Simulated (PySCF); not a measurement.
**C₃H₆F₂O₃Si: density, localisation and related maps**

```yaml
atoms:
  - { symbol: F, position_ang: [-2.1059, 1.9409, -0.8270] }
  - { symbol: C, position_ang: [-1.9502, 0.7644, -0.2184] }
  - { symbol: F, position_ang: [-3.1671, 0.1670, -0.2175] }
  - { symbol: O, position_ang: [-1.0498, 0.0323, -0.9338] }
  - { symbol: C, position_ang: [-0.6601, -1.1422, -0.3131] }
  - { symbol: O, position_ang: [0.0405, -1.0202, 0.8871] }
  - { symbol: C, position_ang: [0.7772, -1.4444, -0.2224] }
  - { symbol: O, position_ang: [1.7158, -0.6511, -0.7359] }
  - { symbol: Si, position_ang: [2.0089, 0.9290, -0.3685] }
  - { symbol: H, position_ang: [-1.6576, 0.9300, 0.8345] }
  - { symbol: H, position_ang: [-1.4058, -1.9338, -0.3374] }
  - { symbol: H, position_ang: [1.0732, -2.4919, -0.1990] }
  - { symbol: H, position_ang: [2.1988, 1.0582, 1.0759] }
  - { symbol: H, position_ang: [3.2339, 1.0459, -1.1411] }
  - { symbol: H, position_ang: [0.9438, 1.8240, -0.8111] }
```

Geometry: GFN2-xTB.

These are results of wB97X-D/def2-SVPD, SCF density, gas phase (PySCF), not measurements.

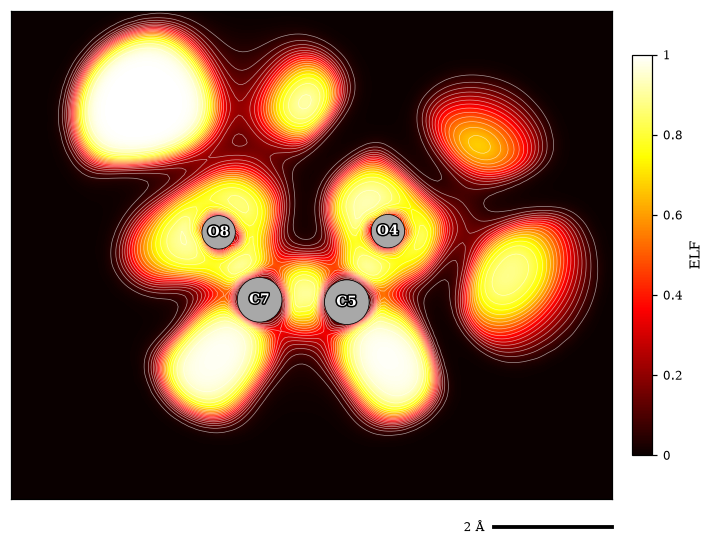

Figure 1. Electron localisation function on the plane of atoms O4, C5 and C7. Grey discs cover the atomic cores.

> Describe what can be read from this map.

- The section cuts through O and C sites.
- C–O (1.33 Å): the ELF peaks at about 0.90 between the atoms, as expected for a shared but strongly polarised pair.
- C–C (1.47 Å): the ELF peaks at about 0.90 between the atoms: a shared electron pair.
- C–O (1.38 Å): the ELF peaks at about 0.90 between the atoms (a shared but strongly polarised pair).
- The ELF also peaks beside F3 and O8, away from the bonds: lone-pair regions.

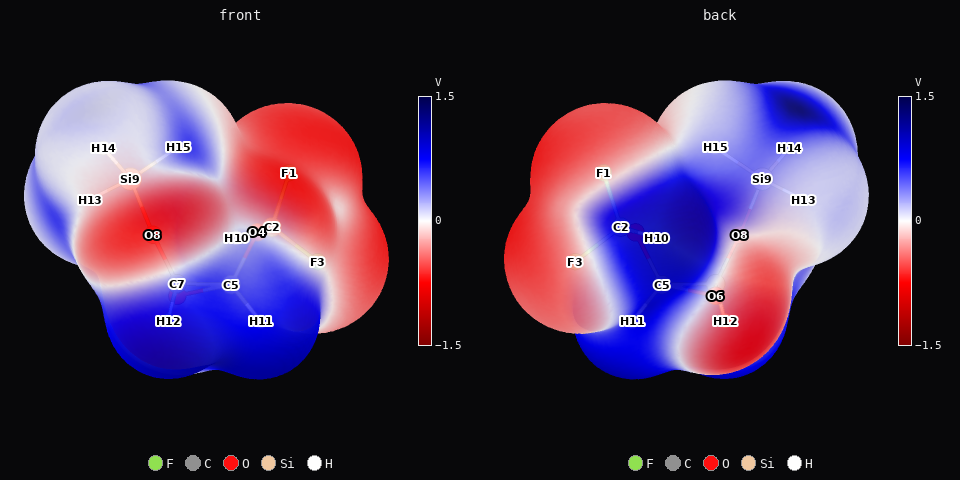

Figure 2. The electrostatic potential painted on the density surface at 0.001 e/bohr³, seen from the front and from behind; red is negative and blue positive.

> Where is the surface potential most negative and most positive?

The most negative region (about −0.7 V) lies over O4, O6 and O8, the most positive (about +1.2 V) over Si9.

> How polar is the molecule by this calculation?

Its dipole moment is 1.73 D.
